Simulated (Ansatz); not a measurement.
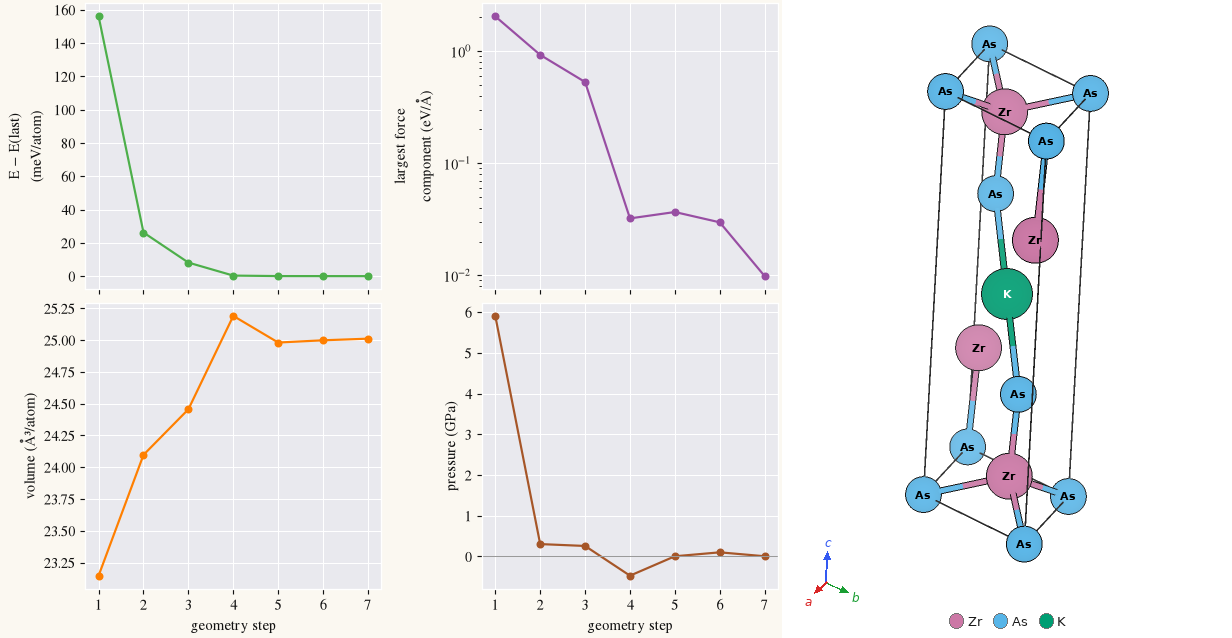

Beside the plot: the structure at the start.

History of a geometry optimisation. Atoms and cell relax. A closing SCF on a freshly chosen basis isn't drawn.

```
crystal:
  lattice:
    - [2.153291, 3.729604, 0.0]
    - [-2.153291, 3.729604, 0.0]
    - [0.0, -2.486403, 11.528781]
  atoms:
    - { symbol: Zr, position: [0.08918, 0.08918, 0.26754] }
    - { symbol: Zr, position: [0.91082, 0.91082, 0.73246] }
    - { symbol: Zr, position: [0.30141, 0.30141, 0.90423] }
    - { symbol: Zr, position: [0.69859, 0.69859, 0.09577] }
    - { symbol: As, position: [0.22775, 0.22775, 0.68325] }
    - { symbol: As, position: [0.77225, 0.77225, 0.31675] }
    - { symbol: As, position: [0.0, 0.0, 0.0] }
    - { symbol: K, position: [0.5, 0.5, 0.5] }
  symmetry: { tolerance: 0.0003 }
kpoints:
  mp_grid: { grid: [5, 5, 5], shift: [0, 0, 0] }
magnetization:
  spin_polarized: false
scf:
  occupations: { method: fermi_dirac }
  convergence: { dr2_threshold: 0.0001 }
hamiltonian:
  pseudopotentials: { kind: paw }
  xc: pbesol
basis:
  ecutwfc: 420
output:
  forces: true
  stress: true
  eigenvalues: true
relax:
  max_steps: 40
  cell: {}
```

Launched with:
```bash
ansatz run input.yaml --threads 1 --pin off --max-ram 2560MiB --backend cpu --events-out ev --progress --plain --runs-dir out
```

How did it end, and what did it gain?

Answer. The optimisation met its thresholds at geometry 7, counting the start as the first. The energy fell by about 160 meV/atom from the first step to the last. The largest force component goes from about 2 eV/Å at the start to 0.01 eV/Å at the end.

Was the starting cell too large or too small?

Answer. The volume grows from 23.1 to 25.0 Å³ per atom (+8 %), overshooting to 25.2 at step 4, as the pressure goes from 5.9 GPa to about 0 GPa. The start was compressed.

By which step was nine tenths of the energy gained?

Answer. By step 3 of 7.

Is anything amiss with this input?

Answer. Its settings were drawn outside the usual range, so the numbers aren't converged properties of the system.
